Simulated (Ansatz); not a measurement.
# Run report: Al2H5ClO, nudged elastic band (part 1 of 2)

Al2H5ClO, computed with RKS r2SCAN-D4/def2-SVP (Ansatz 0.2.0).

The run did not end well. One setting was made poor on purpose. It belongs to a series of runs on one base structure; here: band between the two ends.

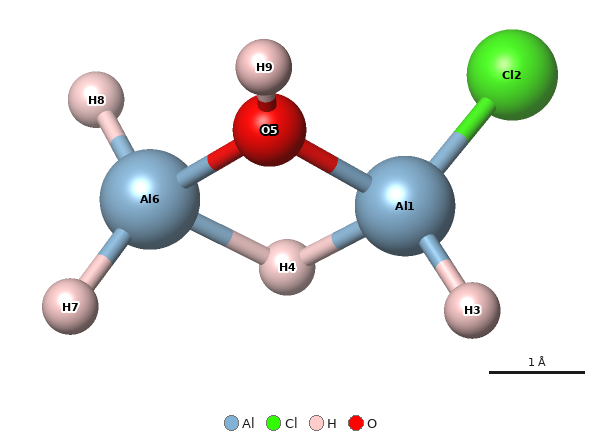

Figure 1. The structure as given in the input (ball-and-stick view, seen at a tilt; atoms are numbered from 1 in the order of the input). Sticks mark near contacts. Bond lengths as drawn: Al–Cl 2.12 Å, Al–H 1.57 to 1.75 Å, Al–O 1.84 to 1.87 Å and H–O 0.96 Å.

## Input
```yaml
crystal:
  periodic: [false, false, false]
  atoms:
    - { symbol: Al, position_ang: [0.198484, -0.38401, 0.350154] }
    - { symbol: Cl, position_ang: [-0.900768, 0.912108, 1.610234] }
    - { symbol: H, position_ang: [1.541212, 0.100437, -0.310464] }
    - { symbol: H, position_ang: [-0.867029, -1.119019, -0.798745] }
    - { symbol: O, position_ang: [0.226025, -2.100764, 1.015808] }
    - { symbol: Al, position_ang: [-0.956088, -2.786428, -0.261213] }
    - { symbol: H, position_ang: [-0.215601, -3.693449, -1.326521] }
    - { symbol: H, position_ang: [-2.39185, -3.072839, 0.338552] }
    - { symbol: H, position_ang: [0.612915, -2.479137, 1.813195] }
basis:
  gaussian: { orbitals: def2-SVP }
hamiltonian:
  xc: r2scan
  dispersion: d4
neb:
  order_check: false
  images: 9
  f_tol: 0.05
  max_iterations: 35
  max_displacement: 0.5
  optimiser: fire
  final_atoms:
    - { symbol: Al, position_ang: [-0.1905936, -0.06309549, 0.28565248] }
    - { symbol: Cl, position_ang: [0.50473048, 0.41719111, 2.28729315] }
    - { symbol: H, position_ang: [0.90509511, 0.05258814, -0.86371643] }
    - { symbol: H, position_ang: [-1.71986858, 0.27095325, -0.00386662] }
    - { symbol: O, position_ang: [-0.21523504, -1.99200749, 0.68131405] }
    - { symbol: Al, position_ang: [-0.60957763, -3.41392863, -0.28397695] }
    - { symbol: H, position_ang: [-0.4575269, -4.78706229, 0.47021437] }
    - { symbol: H, position_ang: [-1.04691689, -3.07583169, -1.7525747] }
    - { symbol: H, position_ang: [0.07719304, -2.03190792, 1.61066064] }
  initial_path:
    images:
      - { positions_ang: [[0.198484, -0.38401, 0.350154], [-0.900768, 0.912108, 1.610234], [1.541212, 0.100437, -0.310464], [-0.867029, -1.119019, -0.798745], [0.226025, -2.100764, 1.015808], [-0.956088, -2.786428, -0.261213], [-0.215601, -3.693449, -1.326521], [-2.39185, -3.072839, 0.338552], [0.612915, -2.479137, 1.813195]] }
      - { positions_ang: [[0.16504734, -0.30712845, 0.28874045], [-0.71693501, 0.71659699, 1.81262992], [1.51016051, 0.07938763, -0.39447782], [-0.95673337, -0.88613151, -0.78754936], [0.1965173, -2.07840597, 0.94237757], [-0.91659253, -2.89452236, -0.24388136], [-0.17908807, -3.8932658, -1.13710636], [-2.35706971, -3.08501667, 0.13264194], [0.50199354, -2.27461486, 1.81762501]] }
      - { positions_ang: [[0.13161069, -0.23024691, 0.2273269], [-0.53310202, 0.52108599, 2.01502584], [1.47910902, 0.05833825, -0.47849163], [-1.04643774, -0.65324402, -0.77635371], [0.1670096, -2.05604795, 0.86894714], [-0.87709706, -3.00261672, -0.22654972], [-0.14257514, -4.09308259, -0.94769172], [-2.32228943, -3.09719433, -0.07326811], [0.39107209, -2.07009272, 1.82205501]] }
      - { positions_ang: [[0.09817403, -0.15336536, 0.16591335], [-0.34926902, 0.32557498, 2.21742177], [1.44805753, 0.03728888, -0.56250545], [-1.13614211, -0.42035652, -0.76515807], [0.13750189, -2.03368992, 0.79551672], [-0.8376016, -3.11071108, -0.20921808], [-0.10606221, -4.29289939, -0.75827708], [-2.28750914, -3.109372, -0.27917817], [0.28015063, -1.86557058, 1.82648502]] }
      - { positions_ang: [[0.06473737, -0.07648381, 0.1044998], [-0.16543603, 0.13006397, 2.41981769], [1.41700604, 0.0162395, -0.64651926], [-1.22584648, -0.18746903, -0.75396243], [0.10799419, -2.01133189, 0.72208629], [-0.79810613, -3.21880545, -0.19188643], [-0.06954928, -4.49271619, -0.56886244], [-2.25272886, -3.12154967, -0.48508823], [0.16922917, -1.66104844, 1.83091502]] }
      - { positions_ang: [[0.03130071, 0.00039774, 0.04308625], [0.01839696, -0.06544703, 2.62221361], [1.38595455, -0.00480987, -0.73053308], [-1.31555085, 0.04541846, -0.74276679], [0.07848649, -1.98897386, 0.64865586], [-0.75861066, -3.32689981, -0.17455479], [-0.03303635, -4.69253299, -0.3794478], [-2.21794857, -3.13372733, -0.69099828], [0.05830772, -1.4565263, 1.83534503]] }
      - { positions_ang: [[-0.01307815, -0.01230091, 0.09159949], [0.11566366, 0.0310806, 2.55522952], [1.28978266, 0.00666973, -0.75716975], [-1.3964144, 0.09052542, -0.59498675], [0.01974218, -1.98958059, 0.6551875], [-0.72880405, -3.34430557, -0.19643922], [-0.11793446, -4.71143885, -0.20951537], [-1.98374223, -3.1221482, -0.90331357], [0.06208478, -1.57160263, 1.79040815]] }
      - { positions_ang: [[-0.05745701, -0.02499956, 0.14011274], [0.21293037, 0.12760822, 2.48824543], [1.19361078, 0.01814933, -0.78380642], [-1.47727794, 0.13563238, -0.44720672], [-0.03900212, -1.99018731, 0.66171914], [-0.69899745, -3.36171133, -0.21832366], [-0.20283257, -4.73034471, -0.03958293], [-1.7495359, -3.11056907, -1.11562885], [0.06586185, -1.68667895, 1.74547127]] }
      - { positions_ang: [[-0.10183588, -0.0376982, 0.18862599], [0.31019707, 0.22413585, 2.42126134], [1.09743889, 0.02962894, -0.81044309], [-1.55814149, 0.18073933, -0.29942668], [-0.09774643, -1.99079404, 0.66825077], [-0.66919084, -3.3791171, -0.24020809], [-0.28773068, -4.74925057, 0.1303495], [-1.51532956, -3.09898994, -1.32794413], [0.06963891, -1.80175527, 1.70053439]] }
      - { positions_ang: [[-0.14621474, -0.05039685, 0.23713923], [0.40746377, 0.32066348, 2.35427725], [1.001267, 0.04110854, -0.83707976], [-1.63900503, 0.22584629, -0.15164665], [-0.15649073, -1.99140076, 0.67478241], [-0.63938423, -3.39652286, -0.26209252], [-0.37262879, -4.76815643, 0.30028194], [-1.28112323, -3.08741082, -1.54025941], [0.07341598, -1.9168316, 1.65559752]] }
      - { positions_ang: [[-0.1905936, -0.06309549, 0.28565248], [0.50473048, 0.41719111, 2.28729315], [0.90509511, 0.05258814, -0.86371643], [-1.71986858, 0.27095325, -0.00386662], [-0.21523504, -1.99200749, 0.68131405], [-0.60957763, -3.41392863, -0.28397695], [-0.4575269, -4.78706229, 0.47021437], [-1.04691689, -3.07583169, -1.7525747], [0.07719304, -2.03190792, 1.61066064]] }
```

Run on 2 threads of Arm Neoverse V2, 24 GiB of memory available, shared host.

Launch command:
```bash
ansatz run input.yaml --threads 2 --pin off --max-ram 3072MiB --backend cpu --events-out ev --progress --plain --runs-dir out
```

## The program's output
```
Engine: ansatz 0.2.0, aarch64-unknown-linux-gnu
Functional definition: r2SCAN
  parameter k0 = 0.174
  parameter k1 = 0.065
  parameter a1 = 4.9479
  exchange = r2scan_x(k0 = k0, k1 = k1, a1 = a1)
  correlation = r2scan_c
1014 factors; their error is unknown
mean field evaluation 1: about -27831.9399 eV, gradient 4.9e1 eV
mean field evaluation 2: about -27822.7434 eV, gradient 8.6e1 eV
mean field evaluation 4: about -27836.2975 eV, gradient 2.2e0 eV
mean field evaluation 8: about -27836.2577 eV, gradient 2.6e-2 eV
mean field -27836.25775130 eV, -1022.9636042672 hartree, gradient 4.3e-5 eV, S^2 0.000000; 0 other end points of the search recorded, 0 dependent functions left out
the calculation of the forces begins
reference -27836.25776441 eV, -1022.9636047490 hartree; 28, 28 occupied and 65, 65 virtual orbitals, 1014 factors
1014 factors; their error is unknown
mean field evaluation 16: about -27816.9951 eV, gradient 9.7e1 eV
mean field -27835.41974302 eV, -1022.9328080309 hartree, gradient 3.6e-5 eV, S^2 0.000000; 0 other end points of the search recorded, 0 dependent functions left out
[... from here on the field's lines of each further geometry are left out, up to the last ...]
NEB iter   1: max|band force component| = 3.366e0 eV/Å  barrier→ = 2.5341 eV  barrier← = 1.6944 eV  Δτ_max = 0.0513 Å  (279 SCF iters)
NEB iter   2: max|band force component| = 2.418e0 eV/Å  barrier→ = 2.2461 eV  barrier← = 1.4064 eV  Δτ_max = 0.0858 Å  (255 SCF iters)
NEB iter   3: max|band force component| = 4.240e0 eV/Å  barrier→ = 1.8696 eV  barrier← = 1.0300 eV  Δτ_max = 0.0155 Å  (253 SCF iters)
NEB iter   4: max|band force component| = 2.178e0 eV/Å  barrier→ = 1.8490 eV  barrier← = 1.0093 eV  Δτ_max = 0.0228 Å  (262 SCF iters)
NEB iter   5: max|band force component| = 1.188e0 eV/Å  barrier→ = 1.8088 eV  barrier← = 0.9691 eV  Δτ_max = 0.0054 Å  (256 SCF iters)
NEB iter   6: max|band force component| = 1.149e0 eV/Å  barrier→ = 1.7911 eV  barrier← = 0.9515 eV  Δτ_max = 0.0106 Å  (217 SCF iters)
NEB iter   7: max|band force component| = 1.062e0 eV/Å  barrier→ = 1.7572 eV  barrier← = 0.9175 eV  Δτ_max = 0.0157 Å  (251 SCF iters)
NEB iter   8: max|band force component| = 9.122e-1 eV/Å  barrier→ = 1.7098 eV  barrier← = 0.8701 eV  Δτ_max = 0.0203 Å  (262 SCF iters)
NEB iter   9: max|band force component| = 8.497e-1 eV/Å  barrier→ = 1.6531 eV  barrier← = 0.8134 eV  Δτ_max = 0.0240 Å  (261 SCF iters)
NEB iter  10: max|band force component| = 7.895e-1 eV/Å  barrier→ = 1.5922 eV  barrier← = 0.7525 eV  Δτ_max = 0.0262 Å  (261 SCF iters)
NEB iter  11: max|band force component| = 7.720e-1 eV/Å  barrier→ = 1.5306 eV  barrier← = 0.6910 eV  Δτ_max = 0.0318 Å  (254 SCF iters)
NEB iter  12: max|band force component| = 7.195e-1 eV/Å  barrier→ = 1.4623 eV  barrier← = 0.6227 eV  Δτ_max = 0.0402 Å  (253 SCF iters)
NEB iter  13: max|band force component| = 6.250e-1 eV/Å  barrier→ = 1.3849 eV  barrier← = 0.5452 eV  Δτ_max = 0.0495 Å  (256 SCF iters)
NEB iter  14: max|band force component| = 5.635e-1 eV/Å  barrier→ = 1.3030 eV  barrier← = 0.4634 eV  Δτ_max = 0.0587 Å  (258 SCF iters)
NEB iter  15: max|band force component| = 5.952e-1 eV/Å  barrier→ = 1.2291 eV  barrier← = 0.3894 eV  Δτ_max = 0.0655 Å  (254 SCF iters)
NEB iter  16: max|band force component| = 4.874e-1 eV/Å  barrier→ = 1.1709 eV  barrier← = 0.3312 eV  CI = image 5  Δτ_max = 0.0686 Å  (253 SCF iters)
NEB iter  17: max|band force component| = 5.522e-1 eV/Å  barrier→ = 1.1360 eV  barrier← = 0.2964 eV  CI = image 5  Δτ_max = 0.0710 Å  (249 SCF iters)
NEB iter  18: max|band force component| = 5.184e-1 eV/Å  barrier→ = 1.1081 eV  barrier← = 0.2684 eV  CI = image 5  Δτ_max = 0.0750 Å  (249 SCF iters)
NEB iter  19: max|band force component| = 5.043e-1 eV/Å  barrier→ = 1.1014 eV  barrier← = 0.2617 eV  CI = image 5  Δτ_max = 0.0024 Å  (249 SCF iters)
NEB iter  20: max|band force component| = 3.325e-1 eV/Å  barrier→ = 1.0970 eV  barrier← = 0.2573 eV  CI = image 5  Δτ_max = 0.0039 Å  (193 SCF iters)
NEB iter  21: max|band force component| = 3.037e-1 eV/Å  barrier→ = 1.0910 eV  barrier← = 0.2513 eV  CI = image 5  Δτ_max = 0.0045 Å  (206 SCF iters)
NEB iter  22: max|band force component| = 2.802e-1 eV/Å  barrier→ = 1.0853 eV  barrier← = 0.2457 eV  CI = image 5  Δτ_max = 0.0055 Å  (218 SCF iters)
NEB iter  23: max|band force component| = 3.518e-1 eV/Å  barrier→ = 1.0793 eV  barrier← = 0.2396 eV  CI = image 5  Δτ_max = 0.0063 Å  (226 SCF iters)
NEB iter  24: max|band force component| = 2.084e-1 eV/Å  barrier→ = 1.0725 eV  barrier← = 0.2328 eV  CI = image 5  Δτ_max = 0.0068 Å  (236 SCF iters)
NEB iter  25: max|band force component| = 1.921e-1 eV/Å  barrier→ = 1.0670 eV  barrier← = 0.2273 eV  CI = image 5  Δτ_max = 0.0078 Å  (234 SCF iters)
NEB iter  26: max|band force component| = 3.365e-1 eV/Å  barrier→ = 1.0630 eV  barrier← = 0.2233 eV  CI = image 5  Δτ_max = 0.0086 Å  (250 SCF iters)
NEB iter  27: max|band force component| = 2.934e-1 eV/Å  barrier→ = 1.0581 eV  barrier← = 0.2184 eV  CI = image 5  Δτ_max = 0.0100 Å  (246 SCF iters)
NEB iter  28: max|band force component| = 1.529e-1 eV/Å  barrier→ = 1.0528 eV  barrier← = 0.2131 eV  CI = image 5  Δτ_max = 0.0124 Å  (253 SCF iters)
NEB iter  29: max|band force component| = 2.871e-1 eV/Å  barrier→ = 1.0486 eV  barrier← = 0.2090 eV  CI = image 5  Δτ_max = 0.0152 Å  (251 SCF iters)
NEB iter  30: max|band force component| = 1.373e-1 eV/Å  barrier→ = 1.0438 eV  barrier← = 0.2041 eV  CI = image 5  Δτ_max = 0.0180 Å  (250 SCF iters)
NEB iter  31: max|band force component| = 2.721e-1 eV/Å  barrier→ = 1.0414 eV  barrier← = 0.2018 eV  CI = image 5  Δτ_max = 0.0213 Å  (247 SCF iters)
NEB iter  32: max|band force component| = 2.199e-1 eV/Å  barrier→ = 1.0396 eV  barrier← = 0.1999 eV  CI = image 5  Δτ_max = 0.0049 Å  (250 SCF iters)
NEB iter  33: max|band force component| = 1.581e-1 eV/Å  barrier→ = 1.0376 eV  barrier← = 0.1979 eV  CI = image 5  Δτ_max = 0.0053 Å  (200 SCF iters)
NEB iter  34: max|band force component| = 2.179e-1 eV/Å  barrier→ = 1.0353 eV  barrier← = 0.1956 eV  CI = image 5  Δτ_max = 0.0071 Å  (212 SCF iters)
the calculation of the forces begins
reference -27835.38240749 eV, -1022.9314359756 hartree; 28, 28 occupied and 65, 65 virtual orbitals, 1014 factors
these checks for a lower state are left out or cut short: starts, cluster_reference, orbital_swaps, neighbouring_geometries, increment
1014 factors; their error is unknown
mean field -27835.41029313 eV, -1022.9324607539 hartree, gradient 1.8e-5 eV, S^2 0.000000; 0 other end points of the search recorded, 0 dependent functions left out
the calculation of the forces begins
reference -27835.41030656 eV, -1022.9324612475 hartree; 28, 28 occupied and 65, 65 virtual orbitals, 1014 factors
NEB iter  35: max|band force component| = 1.414e-1 eV/Å  barrier→ = 1.0324 eV  barrier← = 0.1928 eV  CI = image 5  Δτ_max = 0.0083 Å  (229 SCF iters)
```

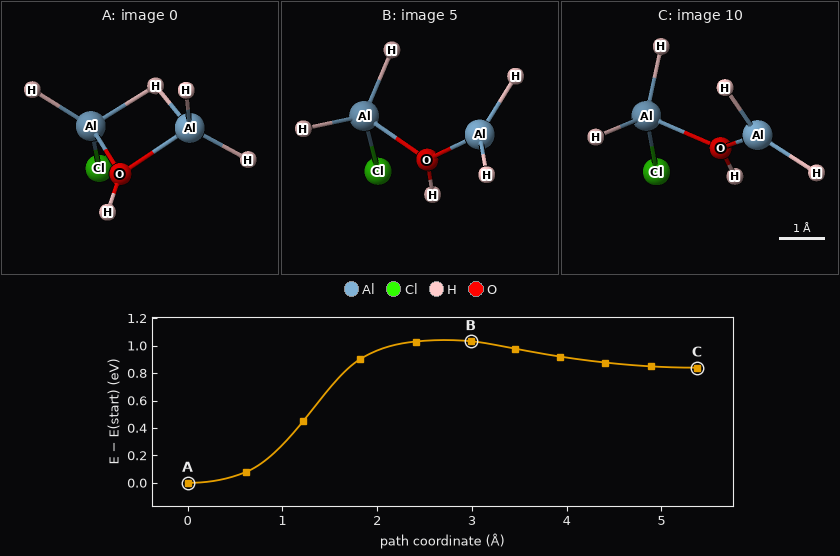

Figure 2. Images of the last band (counted from 0; ball-and-stick, seen at a tilt) above the energy along the path; the line is a cubic interpolation that uses the forces. The highest image is number 5, 1.032 eV above the start and 0.193 eV above the end (the climbing image); the end lies 0.840 eV above the start. The path is 5.37 Å long. The band had not converged after 35 iterations.
